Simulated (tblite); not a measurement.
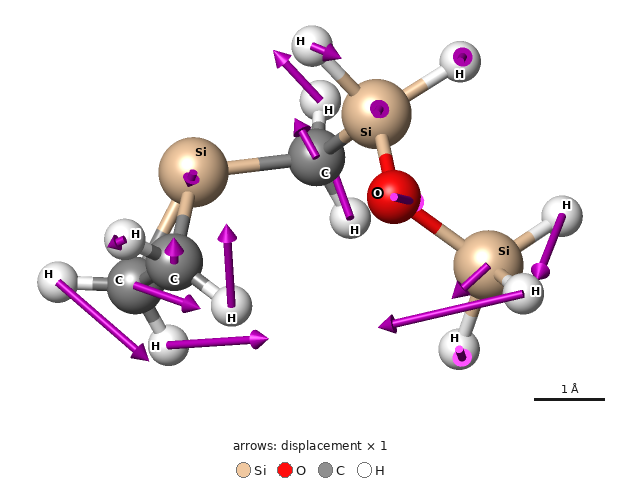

This is a relaxation of C3H11OSi3 (multiplicity 2). The starting structure is drawn; purple arrows show the displacements, at their true length. The two geometries are superimposed by the best rigid fit.

The picture is a ball-and-stick view, seen at a tilt.

All numbers below come from tblite, GFN2-xTB geometry optimisation, gas phase. 

Atoms of which element are displaced furthest, and by how much?

Hydrogen: up to 2.23 Å, against 1.18 Å for oxygen.

Describe the change and its energy.

The energy falls by 94.9 kJ/mol in 210 geometry steps. An H atom moves most after the best rigid fit: 2.23 Å. By element the largest moves are H 2.23 Å, O 1.18 Å, C 1.14 Å, Si 0.73 Å. Among the contacts that change: Si–Si 2.855 → 3.221 Å, O–Si 1.716 → 1.616 Å, O–Si 1.682 → 1.617 Å, C–Si 1.851 → 1.909 Å. Bond angles that change, for instance: Si–O–Si 114.3° → 170.2°, Si–C–H 112.6° → 122.3°, O–Si–H 113.9° → 105.3°. Groups turn about C–Si by about 60°.
